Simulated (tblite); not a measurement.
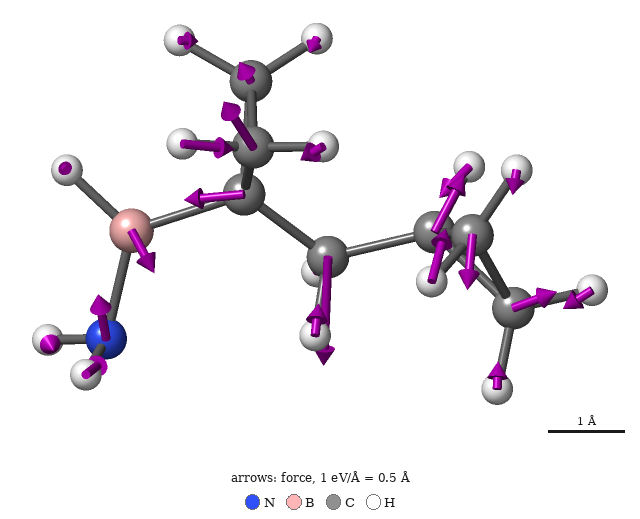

Starting geometry of C7H14BN with the computed forces as purple arrows. Style: ball-and-stick. Shown at a tilt.

Computed with GFN2-xTB geometry optimisation, gas phase (tblite). 

Q: What follows when this structure is relaxed?

A: It isn't relaxed: the largest force vector, on a C atom, is 3.07 eV/Å. The final displacements have little in common with the starting forces (cosine between the two patterns 0.27). The energy falls by 159.5 kJ/mol in 165 geometry steps. The largest move after the best rigid fit is that of an H atom, 1.63 Å. By element the largest moves are H 1.63 Å, C 0.36 Å, B 0.33 Å, N 0.16 Å. Some distances before and after: B–N 1.501 → 1.383 Å, C–H 1.135 → 1.080 Å, C–C 1.483 → 1.529 Å, B–C 1.616 → 1.572 Å. Among the angles between lasting bonds that change: B–N–H 107.9° → 123.9°, B–N–H 108.9° → 123.6°, C–C–H 108.2° → 118.0°. Groups turn about B–C by about 30°. The run took 2.1 s on 1 thread of Arm Neoverse N1, on a shared host.
